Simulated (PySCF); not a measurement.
## A study: C3H10O3Si, SMILES `CO[SiH](OC)OC`

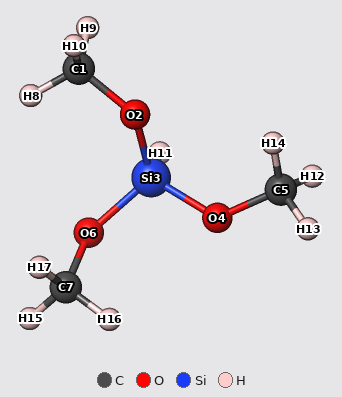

The molecule, with its atoms numbered as below. No frequency check shows the geometry to be a minimum.

Cartesian coordinates (Å):

```
C1       1.2439    2.2642   -0.2300
O2       0.1611    1.3810   -0.3011
Si3     -0.0541    0.0054    0.5476
O4      -1.3817   -0.6715   -0.0779
C5      -2.6360   -0.0837   -0.2770
O6       1.1595   -1.0593    0.4703
C7       1.5238   -1.9534   -0.5461
H8       2.1891    1.7234   -0.1498
H9       1.1416    2.9180    0.6393
H10      1.2454    2.8688   -1.1382
H11     -0.0940    0.2429    1.9811
H12     -3.1598    0.0170    0.6764
H13     -3.2092   -0.7366   -0.9365
H14     -2.5375    0.9025   -0.7323
H15      2.2699   -2.6351   -0.1350
H16      0.6574   -2.5223   -0.8862
H17      1.9528   -1.4185   -1.3973
```

Part 1: Bonding charge

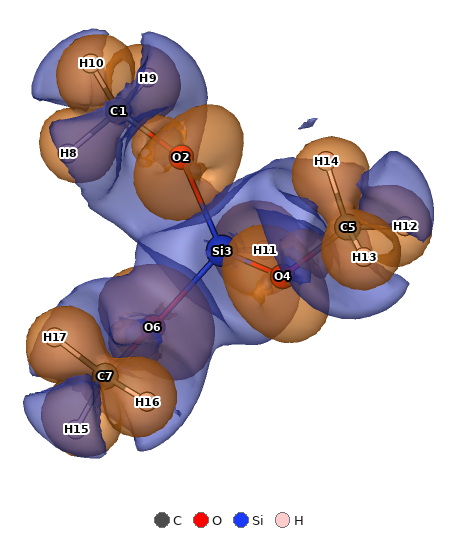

Deformation density (molecule less spherical, spin-averaged free atoms at the same positions), surfaces at ±0.04 e/Å³; orange: gain, blue: loss.

Computed with PySCF, B3LYP/def2-SVPD, geometry: GFN2-xTB.

Describe the bonding that the map shows.

Answer. The five largest and four smallest: C5–H14: +0.74 e/Å³ at the bond critical point (bond length 1.09 Å). C7–H16: +0.74 e/Å³ at the bond critical point (bond length 1.09 Å). C5–H13: +0.74 e/Å³ at the bond critical point (bond length 1.09 Å). C7–H15: +0.74 e/Å³ at the bond critical point (bond length 1.09 Å). C1–H10: +0.74 e/Å³ at the bond critical point (bond length 1.09 Å). Si3–O6: +0.05 e/Å³ at the bond critical point (bond length 1.62 Å); up to 0.6 Å beside the axis the gain reaches +0.37 e/Å³. O2–Si3: +0.05 e/Å³ at the bond critical point (bond length 1.63 Å); up to 0.6 Å beside the axis the gain reaches +0.37 e/Å³. O6–C7: +0.05 e/Å³ at the bond critical point (bond length 1.40 Å); up to 0.6 Å beside the axis the gain reaches +0.28 e/Å³. O4–C5: +0.04 e/Å³ at the bond critical point (bond length 1.40 Å); up to 0.6 Å beside the axis the gain reaches +0.28 e/Å³. In all, 3.9 electrons gather in the regions of gain relative to the promolecule. A small or negative value marks a very polar bond, one between electron-rich atoms, whose free-atom densities already overlap strongly, a long bond to a heavier atom, or a closed-shell contact such as a hydrogen bond.

Where do the Hirshfeld charges lie?

Answer. The highest Hirshfeld charge is on Si3 (+0.50 e), the lowest on O2 (−0.24 e).

| atom | charge (e) |
| --- | --- |
| C1 | −0.02 |
| O2 | −0.24 |
| Si3 | +0.50 |
| O4 | −0.24 |
| C5 | −0.01 |
| O6 | −0.24 |
| C7 | −0.01 |
| H8 | +0.04 |
| H9 | +0.04 |
| H10 | +0.04 |
| H11 | −0.09 |
| H12 | +0.04 |
| H13 | +0.04 |
| H14 | +0.04 |
| H15 | +0.04 |
| H16 | +0.04 |
| H17 | +0.04 |

Part 2: Local ionisation energy

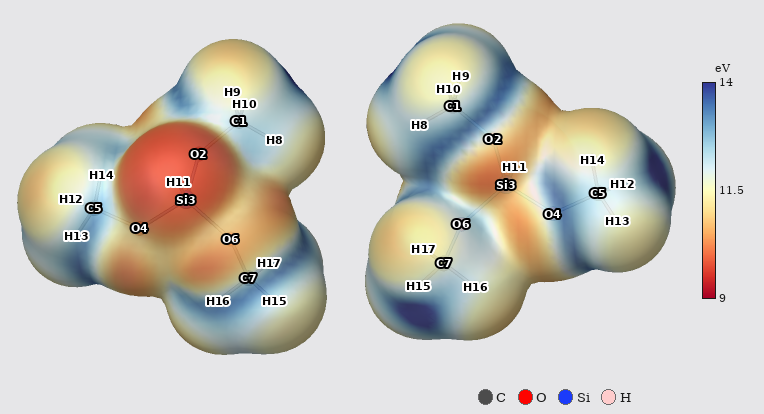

Average local ionisation energy on the surface of electron density 0.001 a.u. (back view left, front view right).

Where are the most loosely bound electrons on this surface?

Answer. The lowest value is 9.7 eV, 1.5 Å from H11. Further minima include 10.2 eV, 1.9 Å from O4; 10.3 eV, 1.8 Å from O6; 10.4 eV, 1.9 Å from O4. For comparison, the highest occupied orbital lies at −8.0 eV.

Part 3: In an electric field

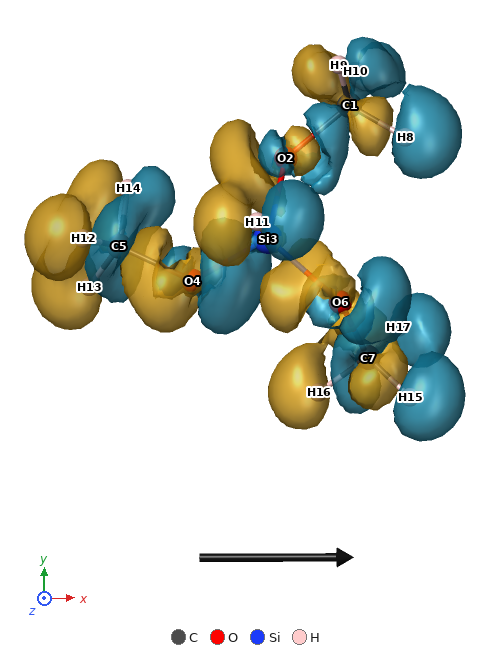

Change of the electron density in a uniform field of 0.21 V/Å along +x (arrow), surfaces at ±0.0015 e/Å³ (yellow: gain, teal: loss).

How large is the response?

Answer. The induced dipole is 0.79 D (along the field); α along this axis, from the fields in both directions, is 78 bohr³ (11.5 Å³).

Which atoms gain and lose the most charge?

Answer. Electrons gather most on H13 (Hirshfeld charge changes by −0.006 e) and leave H8 most (+0.007 e); 0.077 electrons are displaced in all.

Part 4: Removing or adding an electron

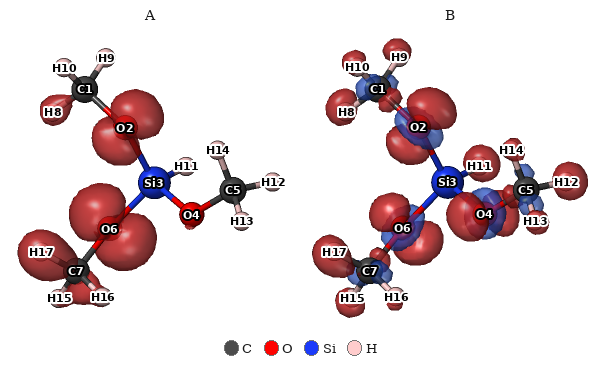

The Fukui function f⁻ from two separate SCF calculations and the density of the HOMO, at ±0.03 e/Å³ (red positive, blue negative).

Method: B3LYP/def2-SVPD; geometry: GFN2-xTB; program: PySCF.

Which panel is which, and how good is the frozen-orbital picture?

Answer. B is f⁻ (it has negative regions), A the HOMO density. The HOMO lies on O6 (41 %), O2 (21 %) and C7 (10 %); f⁻ (Hirshfeld-condensed) is largest on O6 (0.12), O2 (0.11) and O4 (0.10); the vertical ionisation energy is 10.01 eV (the stability of the cation's solution wasn't checked). Relaxation shifts 46 % of the electron between atoms. The orbital energy is −7.99 eV.
